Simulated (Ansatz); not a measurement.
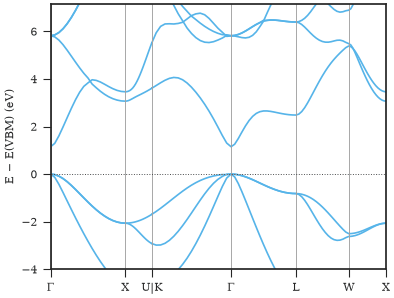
*Band structure from PBE in the plane-wave PAW code Ansatz*

Read off the gap and where the band edges lie.

About 1.1 eV (1.15 eV by a search for the band edges); maximum at Γ, minimum at Γ.

Which of these materials gives this?
(A) Mg2Ge, anti-fluorite
(B) YN, rock salt
(C) ZnSe, zinc blende
(D) InP, zinc blende

C, ZnSe, zinc blende

Space group F-43m (zinc blende). Symmetry was held in the PBE relaxation. Spin–orbit coupling is left out wherever it is not named.

Potentials: the earlier of the program's two PAW sets.
